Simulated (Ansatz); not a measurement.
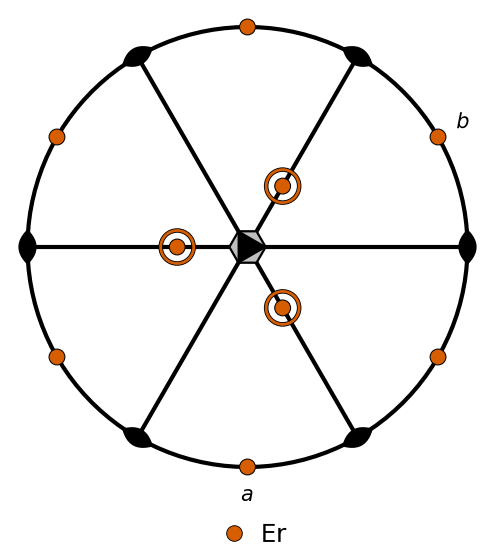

Crystal: Er, the input geometry of an electronic-structure calculation (not necessarily at equilibrium); the starting structure was generated, so it need not be a known form of this composition. Directions from one erbium atom at (1/3, 2/3, 1/4) to its bonded neighbours, in stereographic projection down c (filled: above the plane of the page or in it, open: below). The drawing is computed from the coordinates (standard cell, symmetry found to 0.002 Å).

Neighbours are counted up to 4.00 Å for Er. The symmetry elements of the site are drawn in: heavy lines are mirror planes (a heavy rim: a mirror in the plane of the page); lens, triangle, square and hexagon are 2-, 3-, 4- and 6-fold axes, a lens in an open square is −4, a triangle in an open hexagon −6; thin dashed diameters join the ends of axes that lie in the page; a small open circle marks inversion.

```cif
data_structure
_symmetry_space_group_name_H-M 'P 1'
_symmetry_Int_Tables_number 1
_cell_length_a 3.5896
_cell_length_b 3.5896
_cell_length_c 11.6432
_cell_angle_alpha 90.000
_cell_angle_beta 90.000
_cell_angle_gamma 120.000
_cell_volume 129.93
loop_
_atom_site_label
_atom_site_type_symbol
_atom_site_fract_x
_atom_site_fract_y
_atom_site_fract_z
_atom_site_occupancy
Er1 Er 0.00000 0.00000 0.00000 1
Er2 Er 0.00000 0.00000 0.50000 1
Er3 Er 0.33333 0.66667 0.25000 1
Er4 Er 0.66667 0.33333 0.75000 1
```

Q: How many neighbours are there, and at what angles?

A: 12: 6 Er at 3.57 Å, 6 Er at 3.59 Å. Angles between bonds: 60° (24×), 90° (12×), 109° (3×), 120° (18×), 146° (6×), 180° (3×).

Q: What is the site's symmetry in the crystal?

A: Point group -6m2 (D3h), order 12: one −6 axis, three twofold axes, four mirror planes. In No. 194, P6₃/mmc this is Wyckoff position 2c.
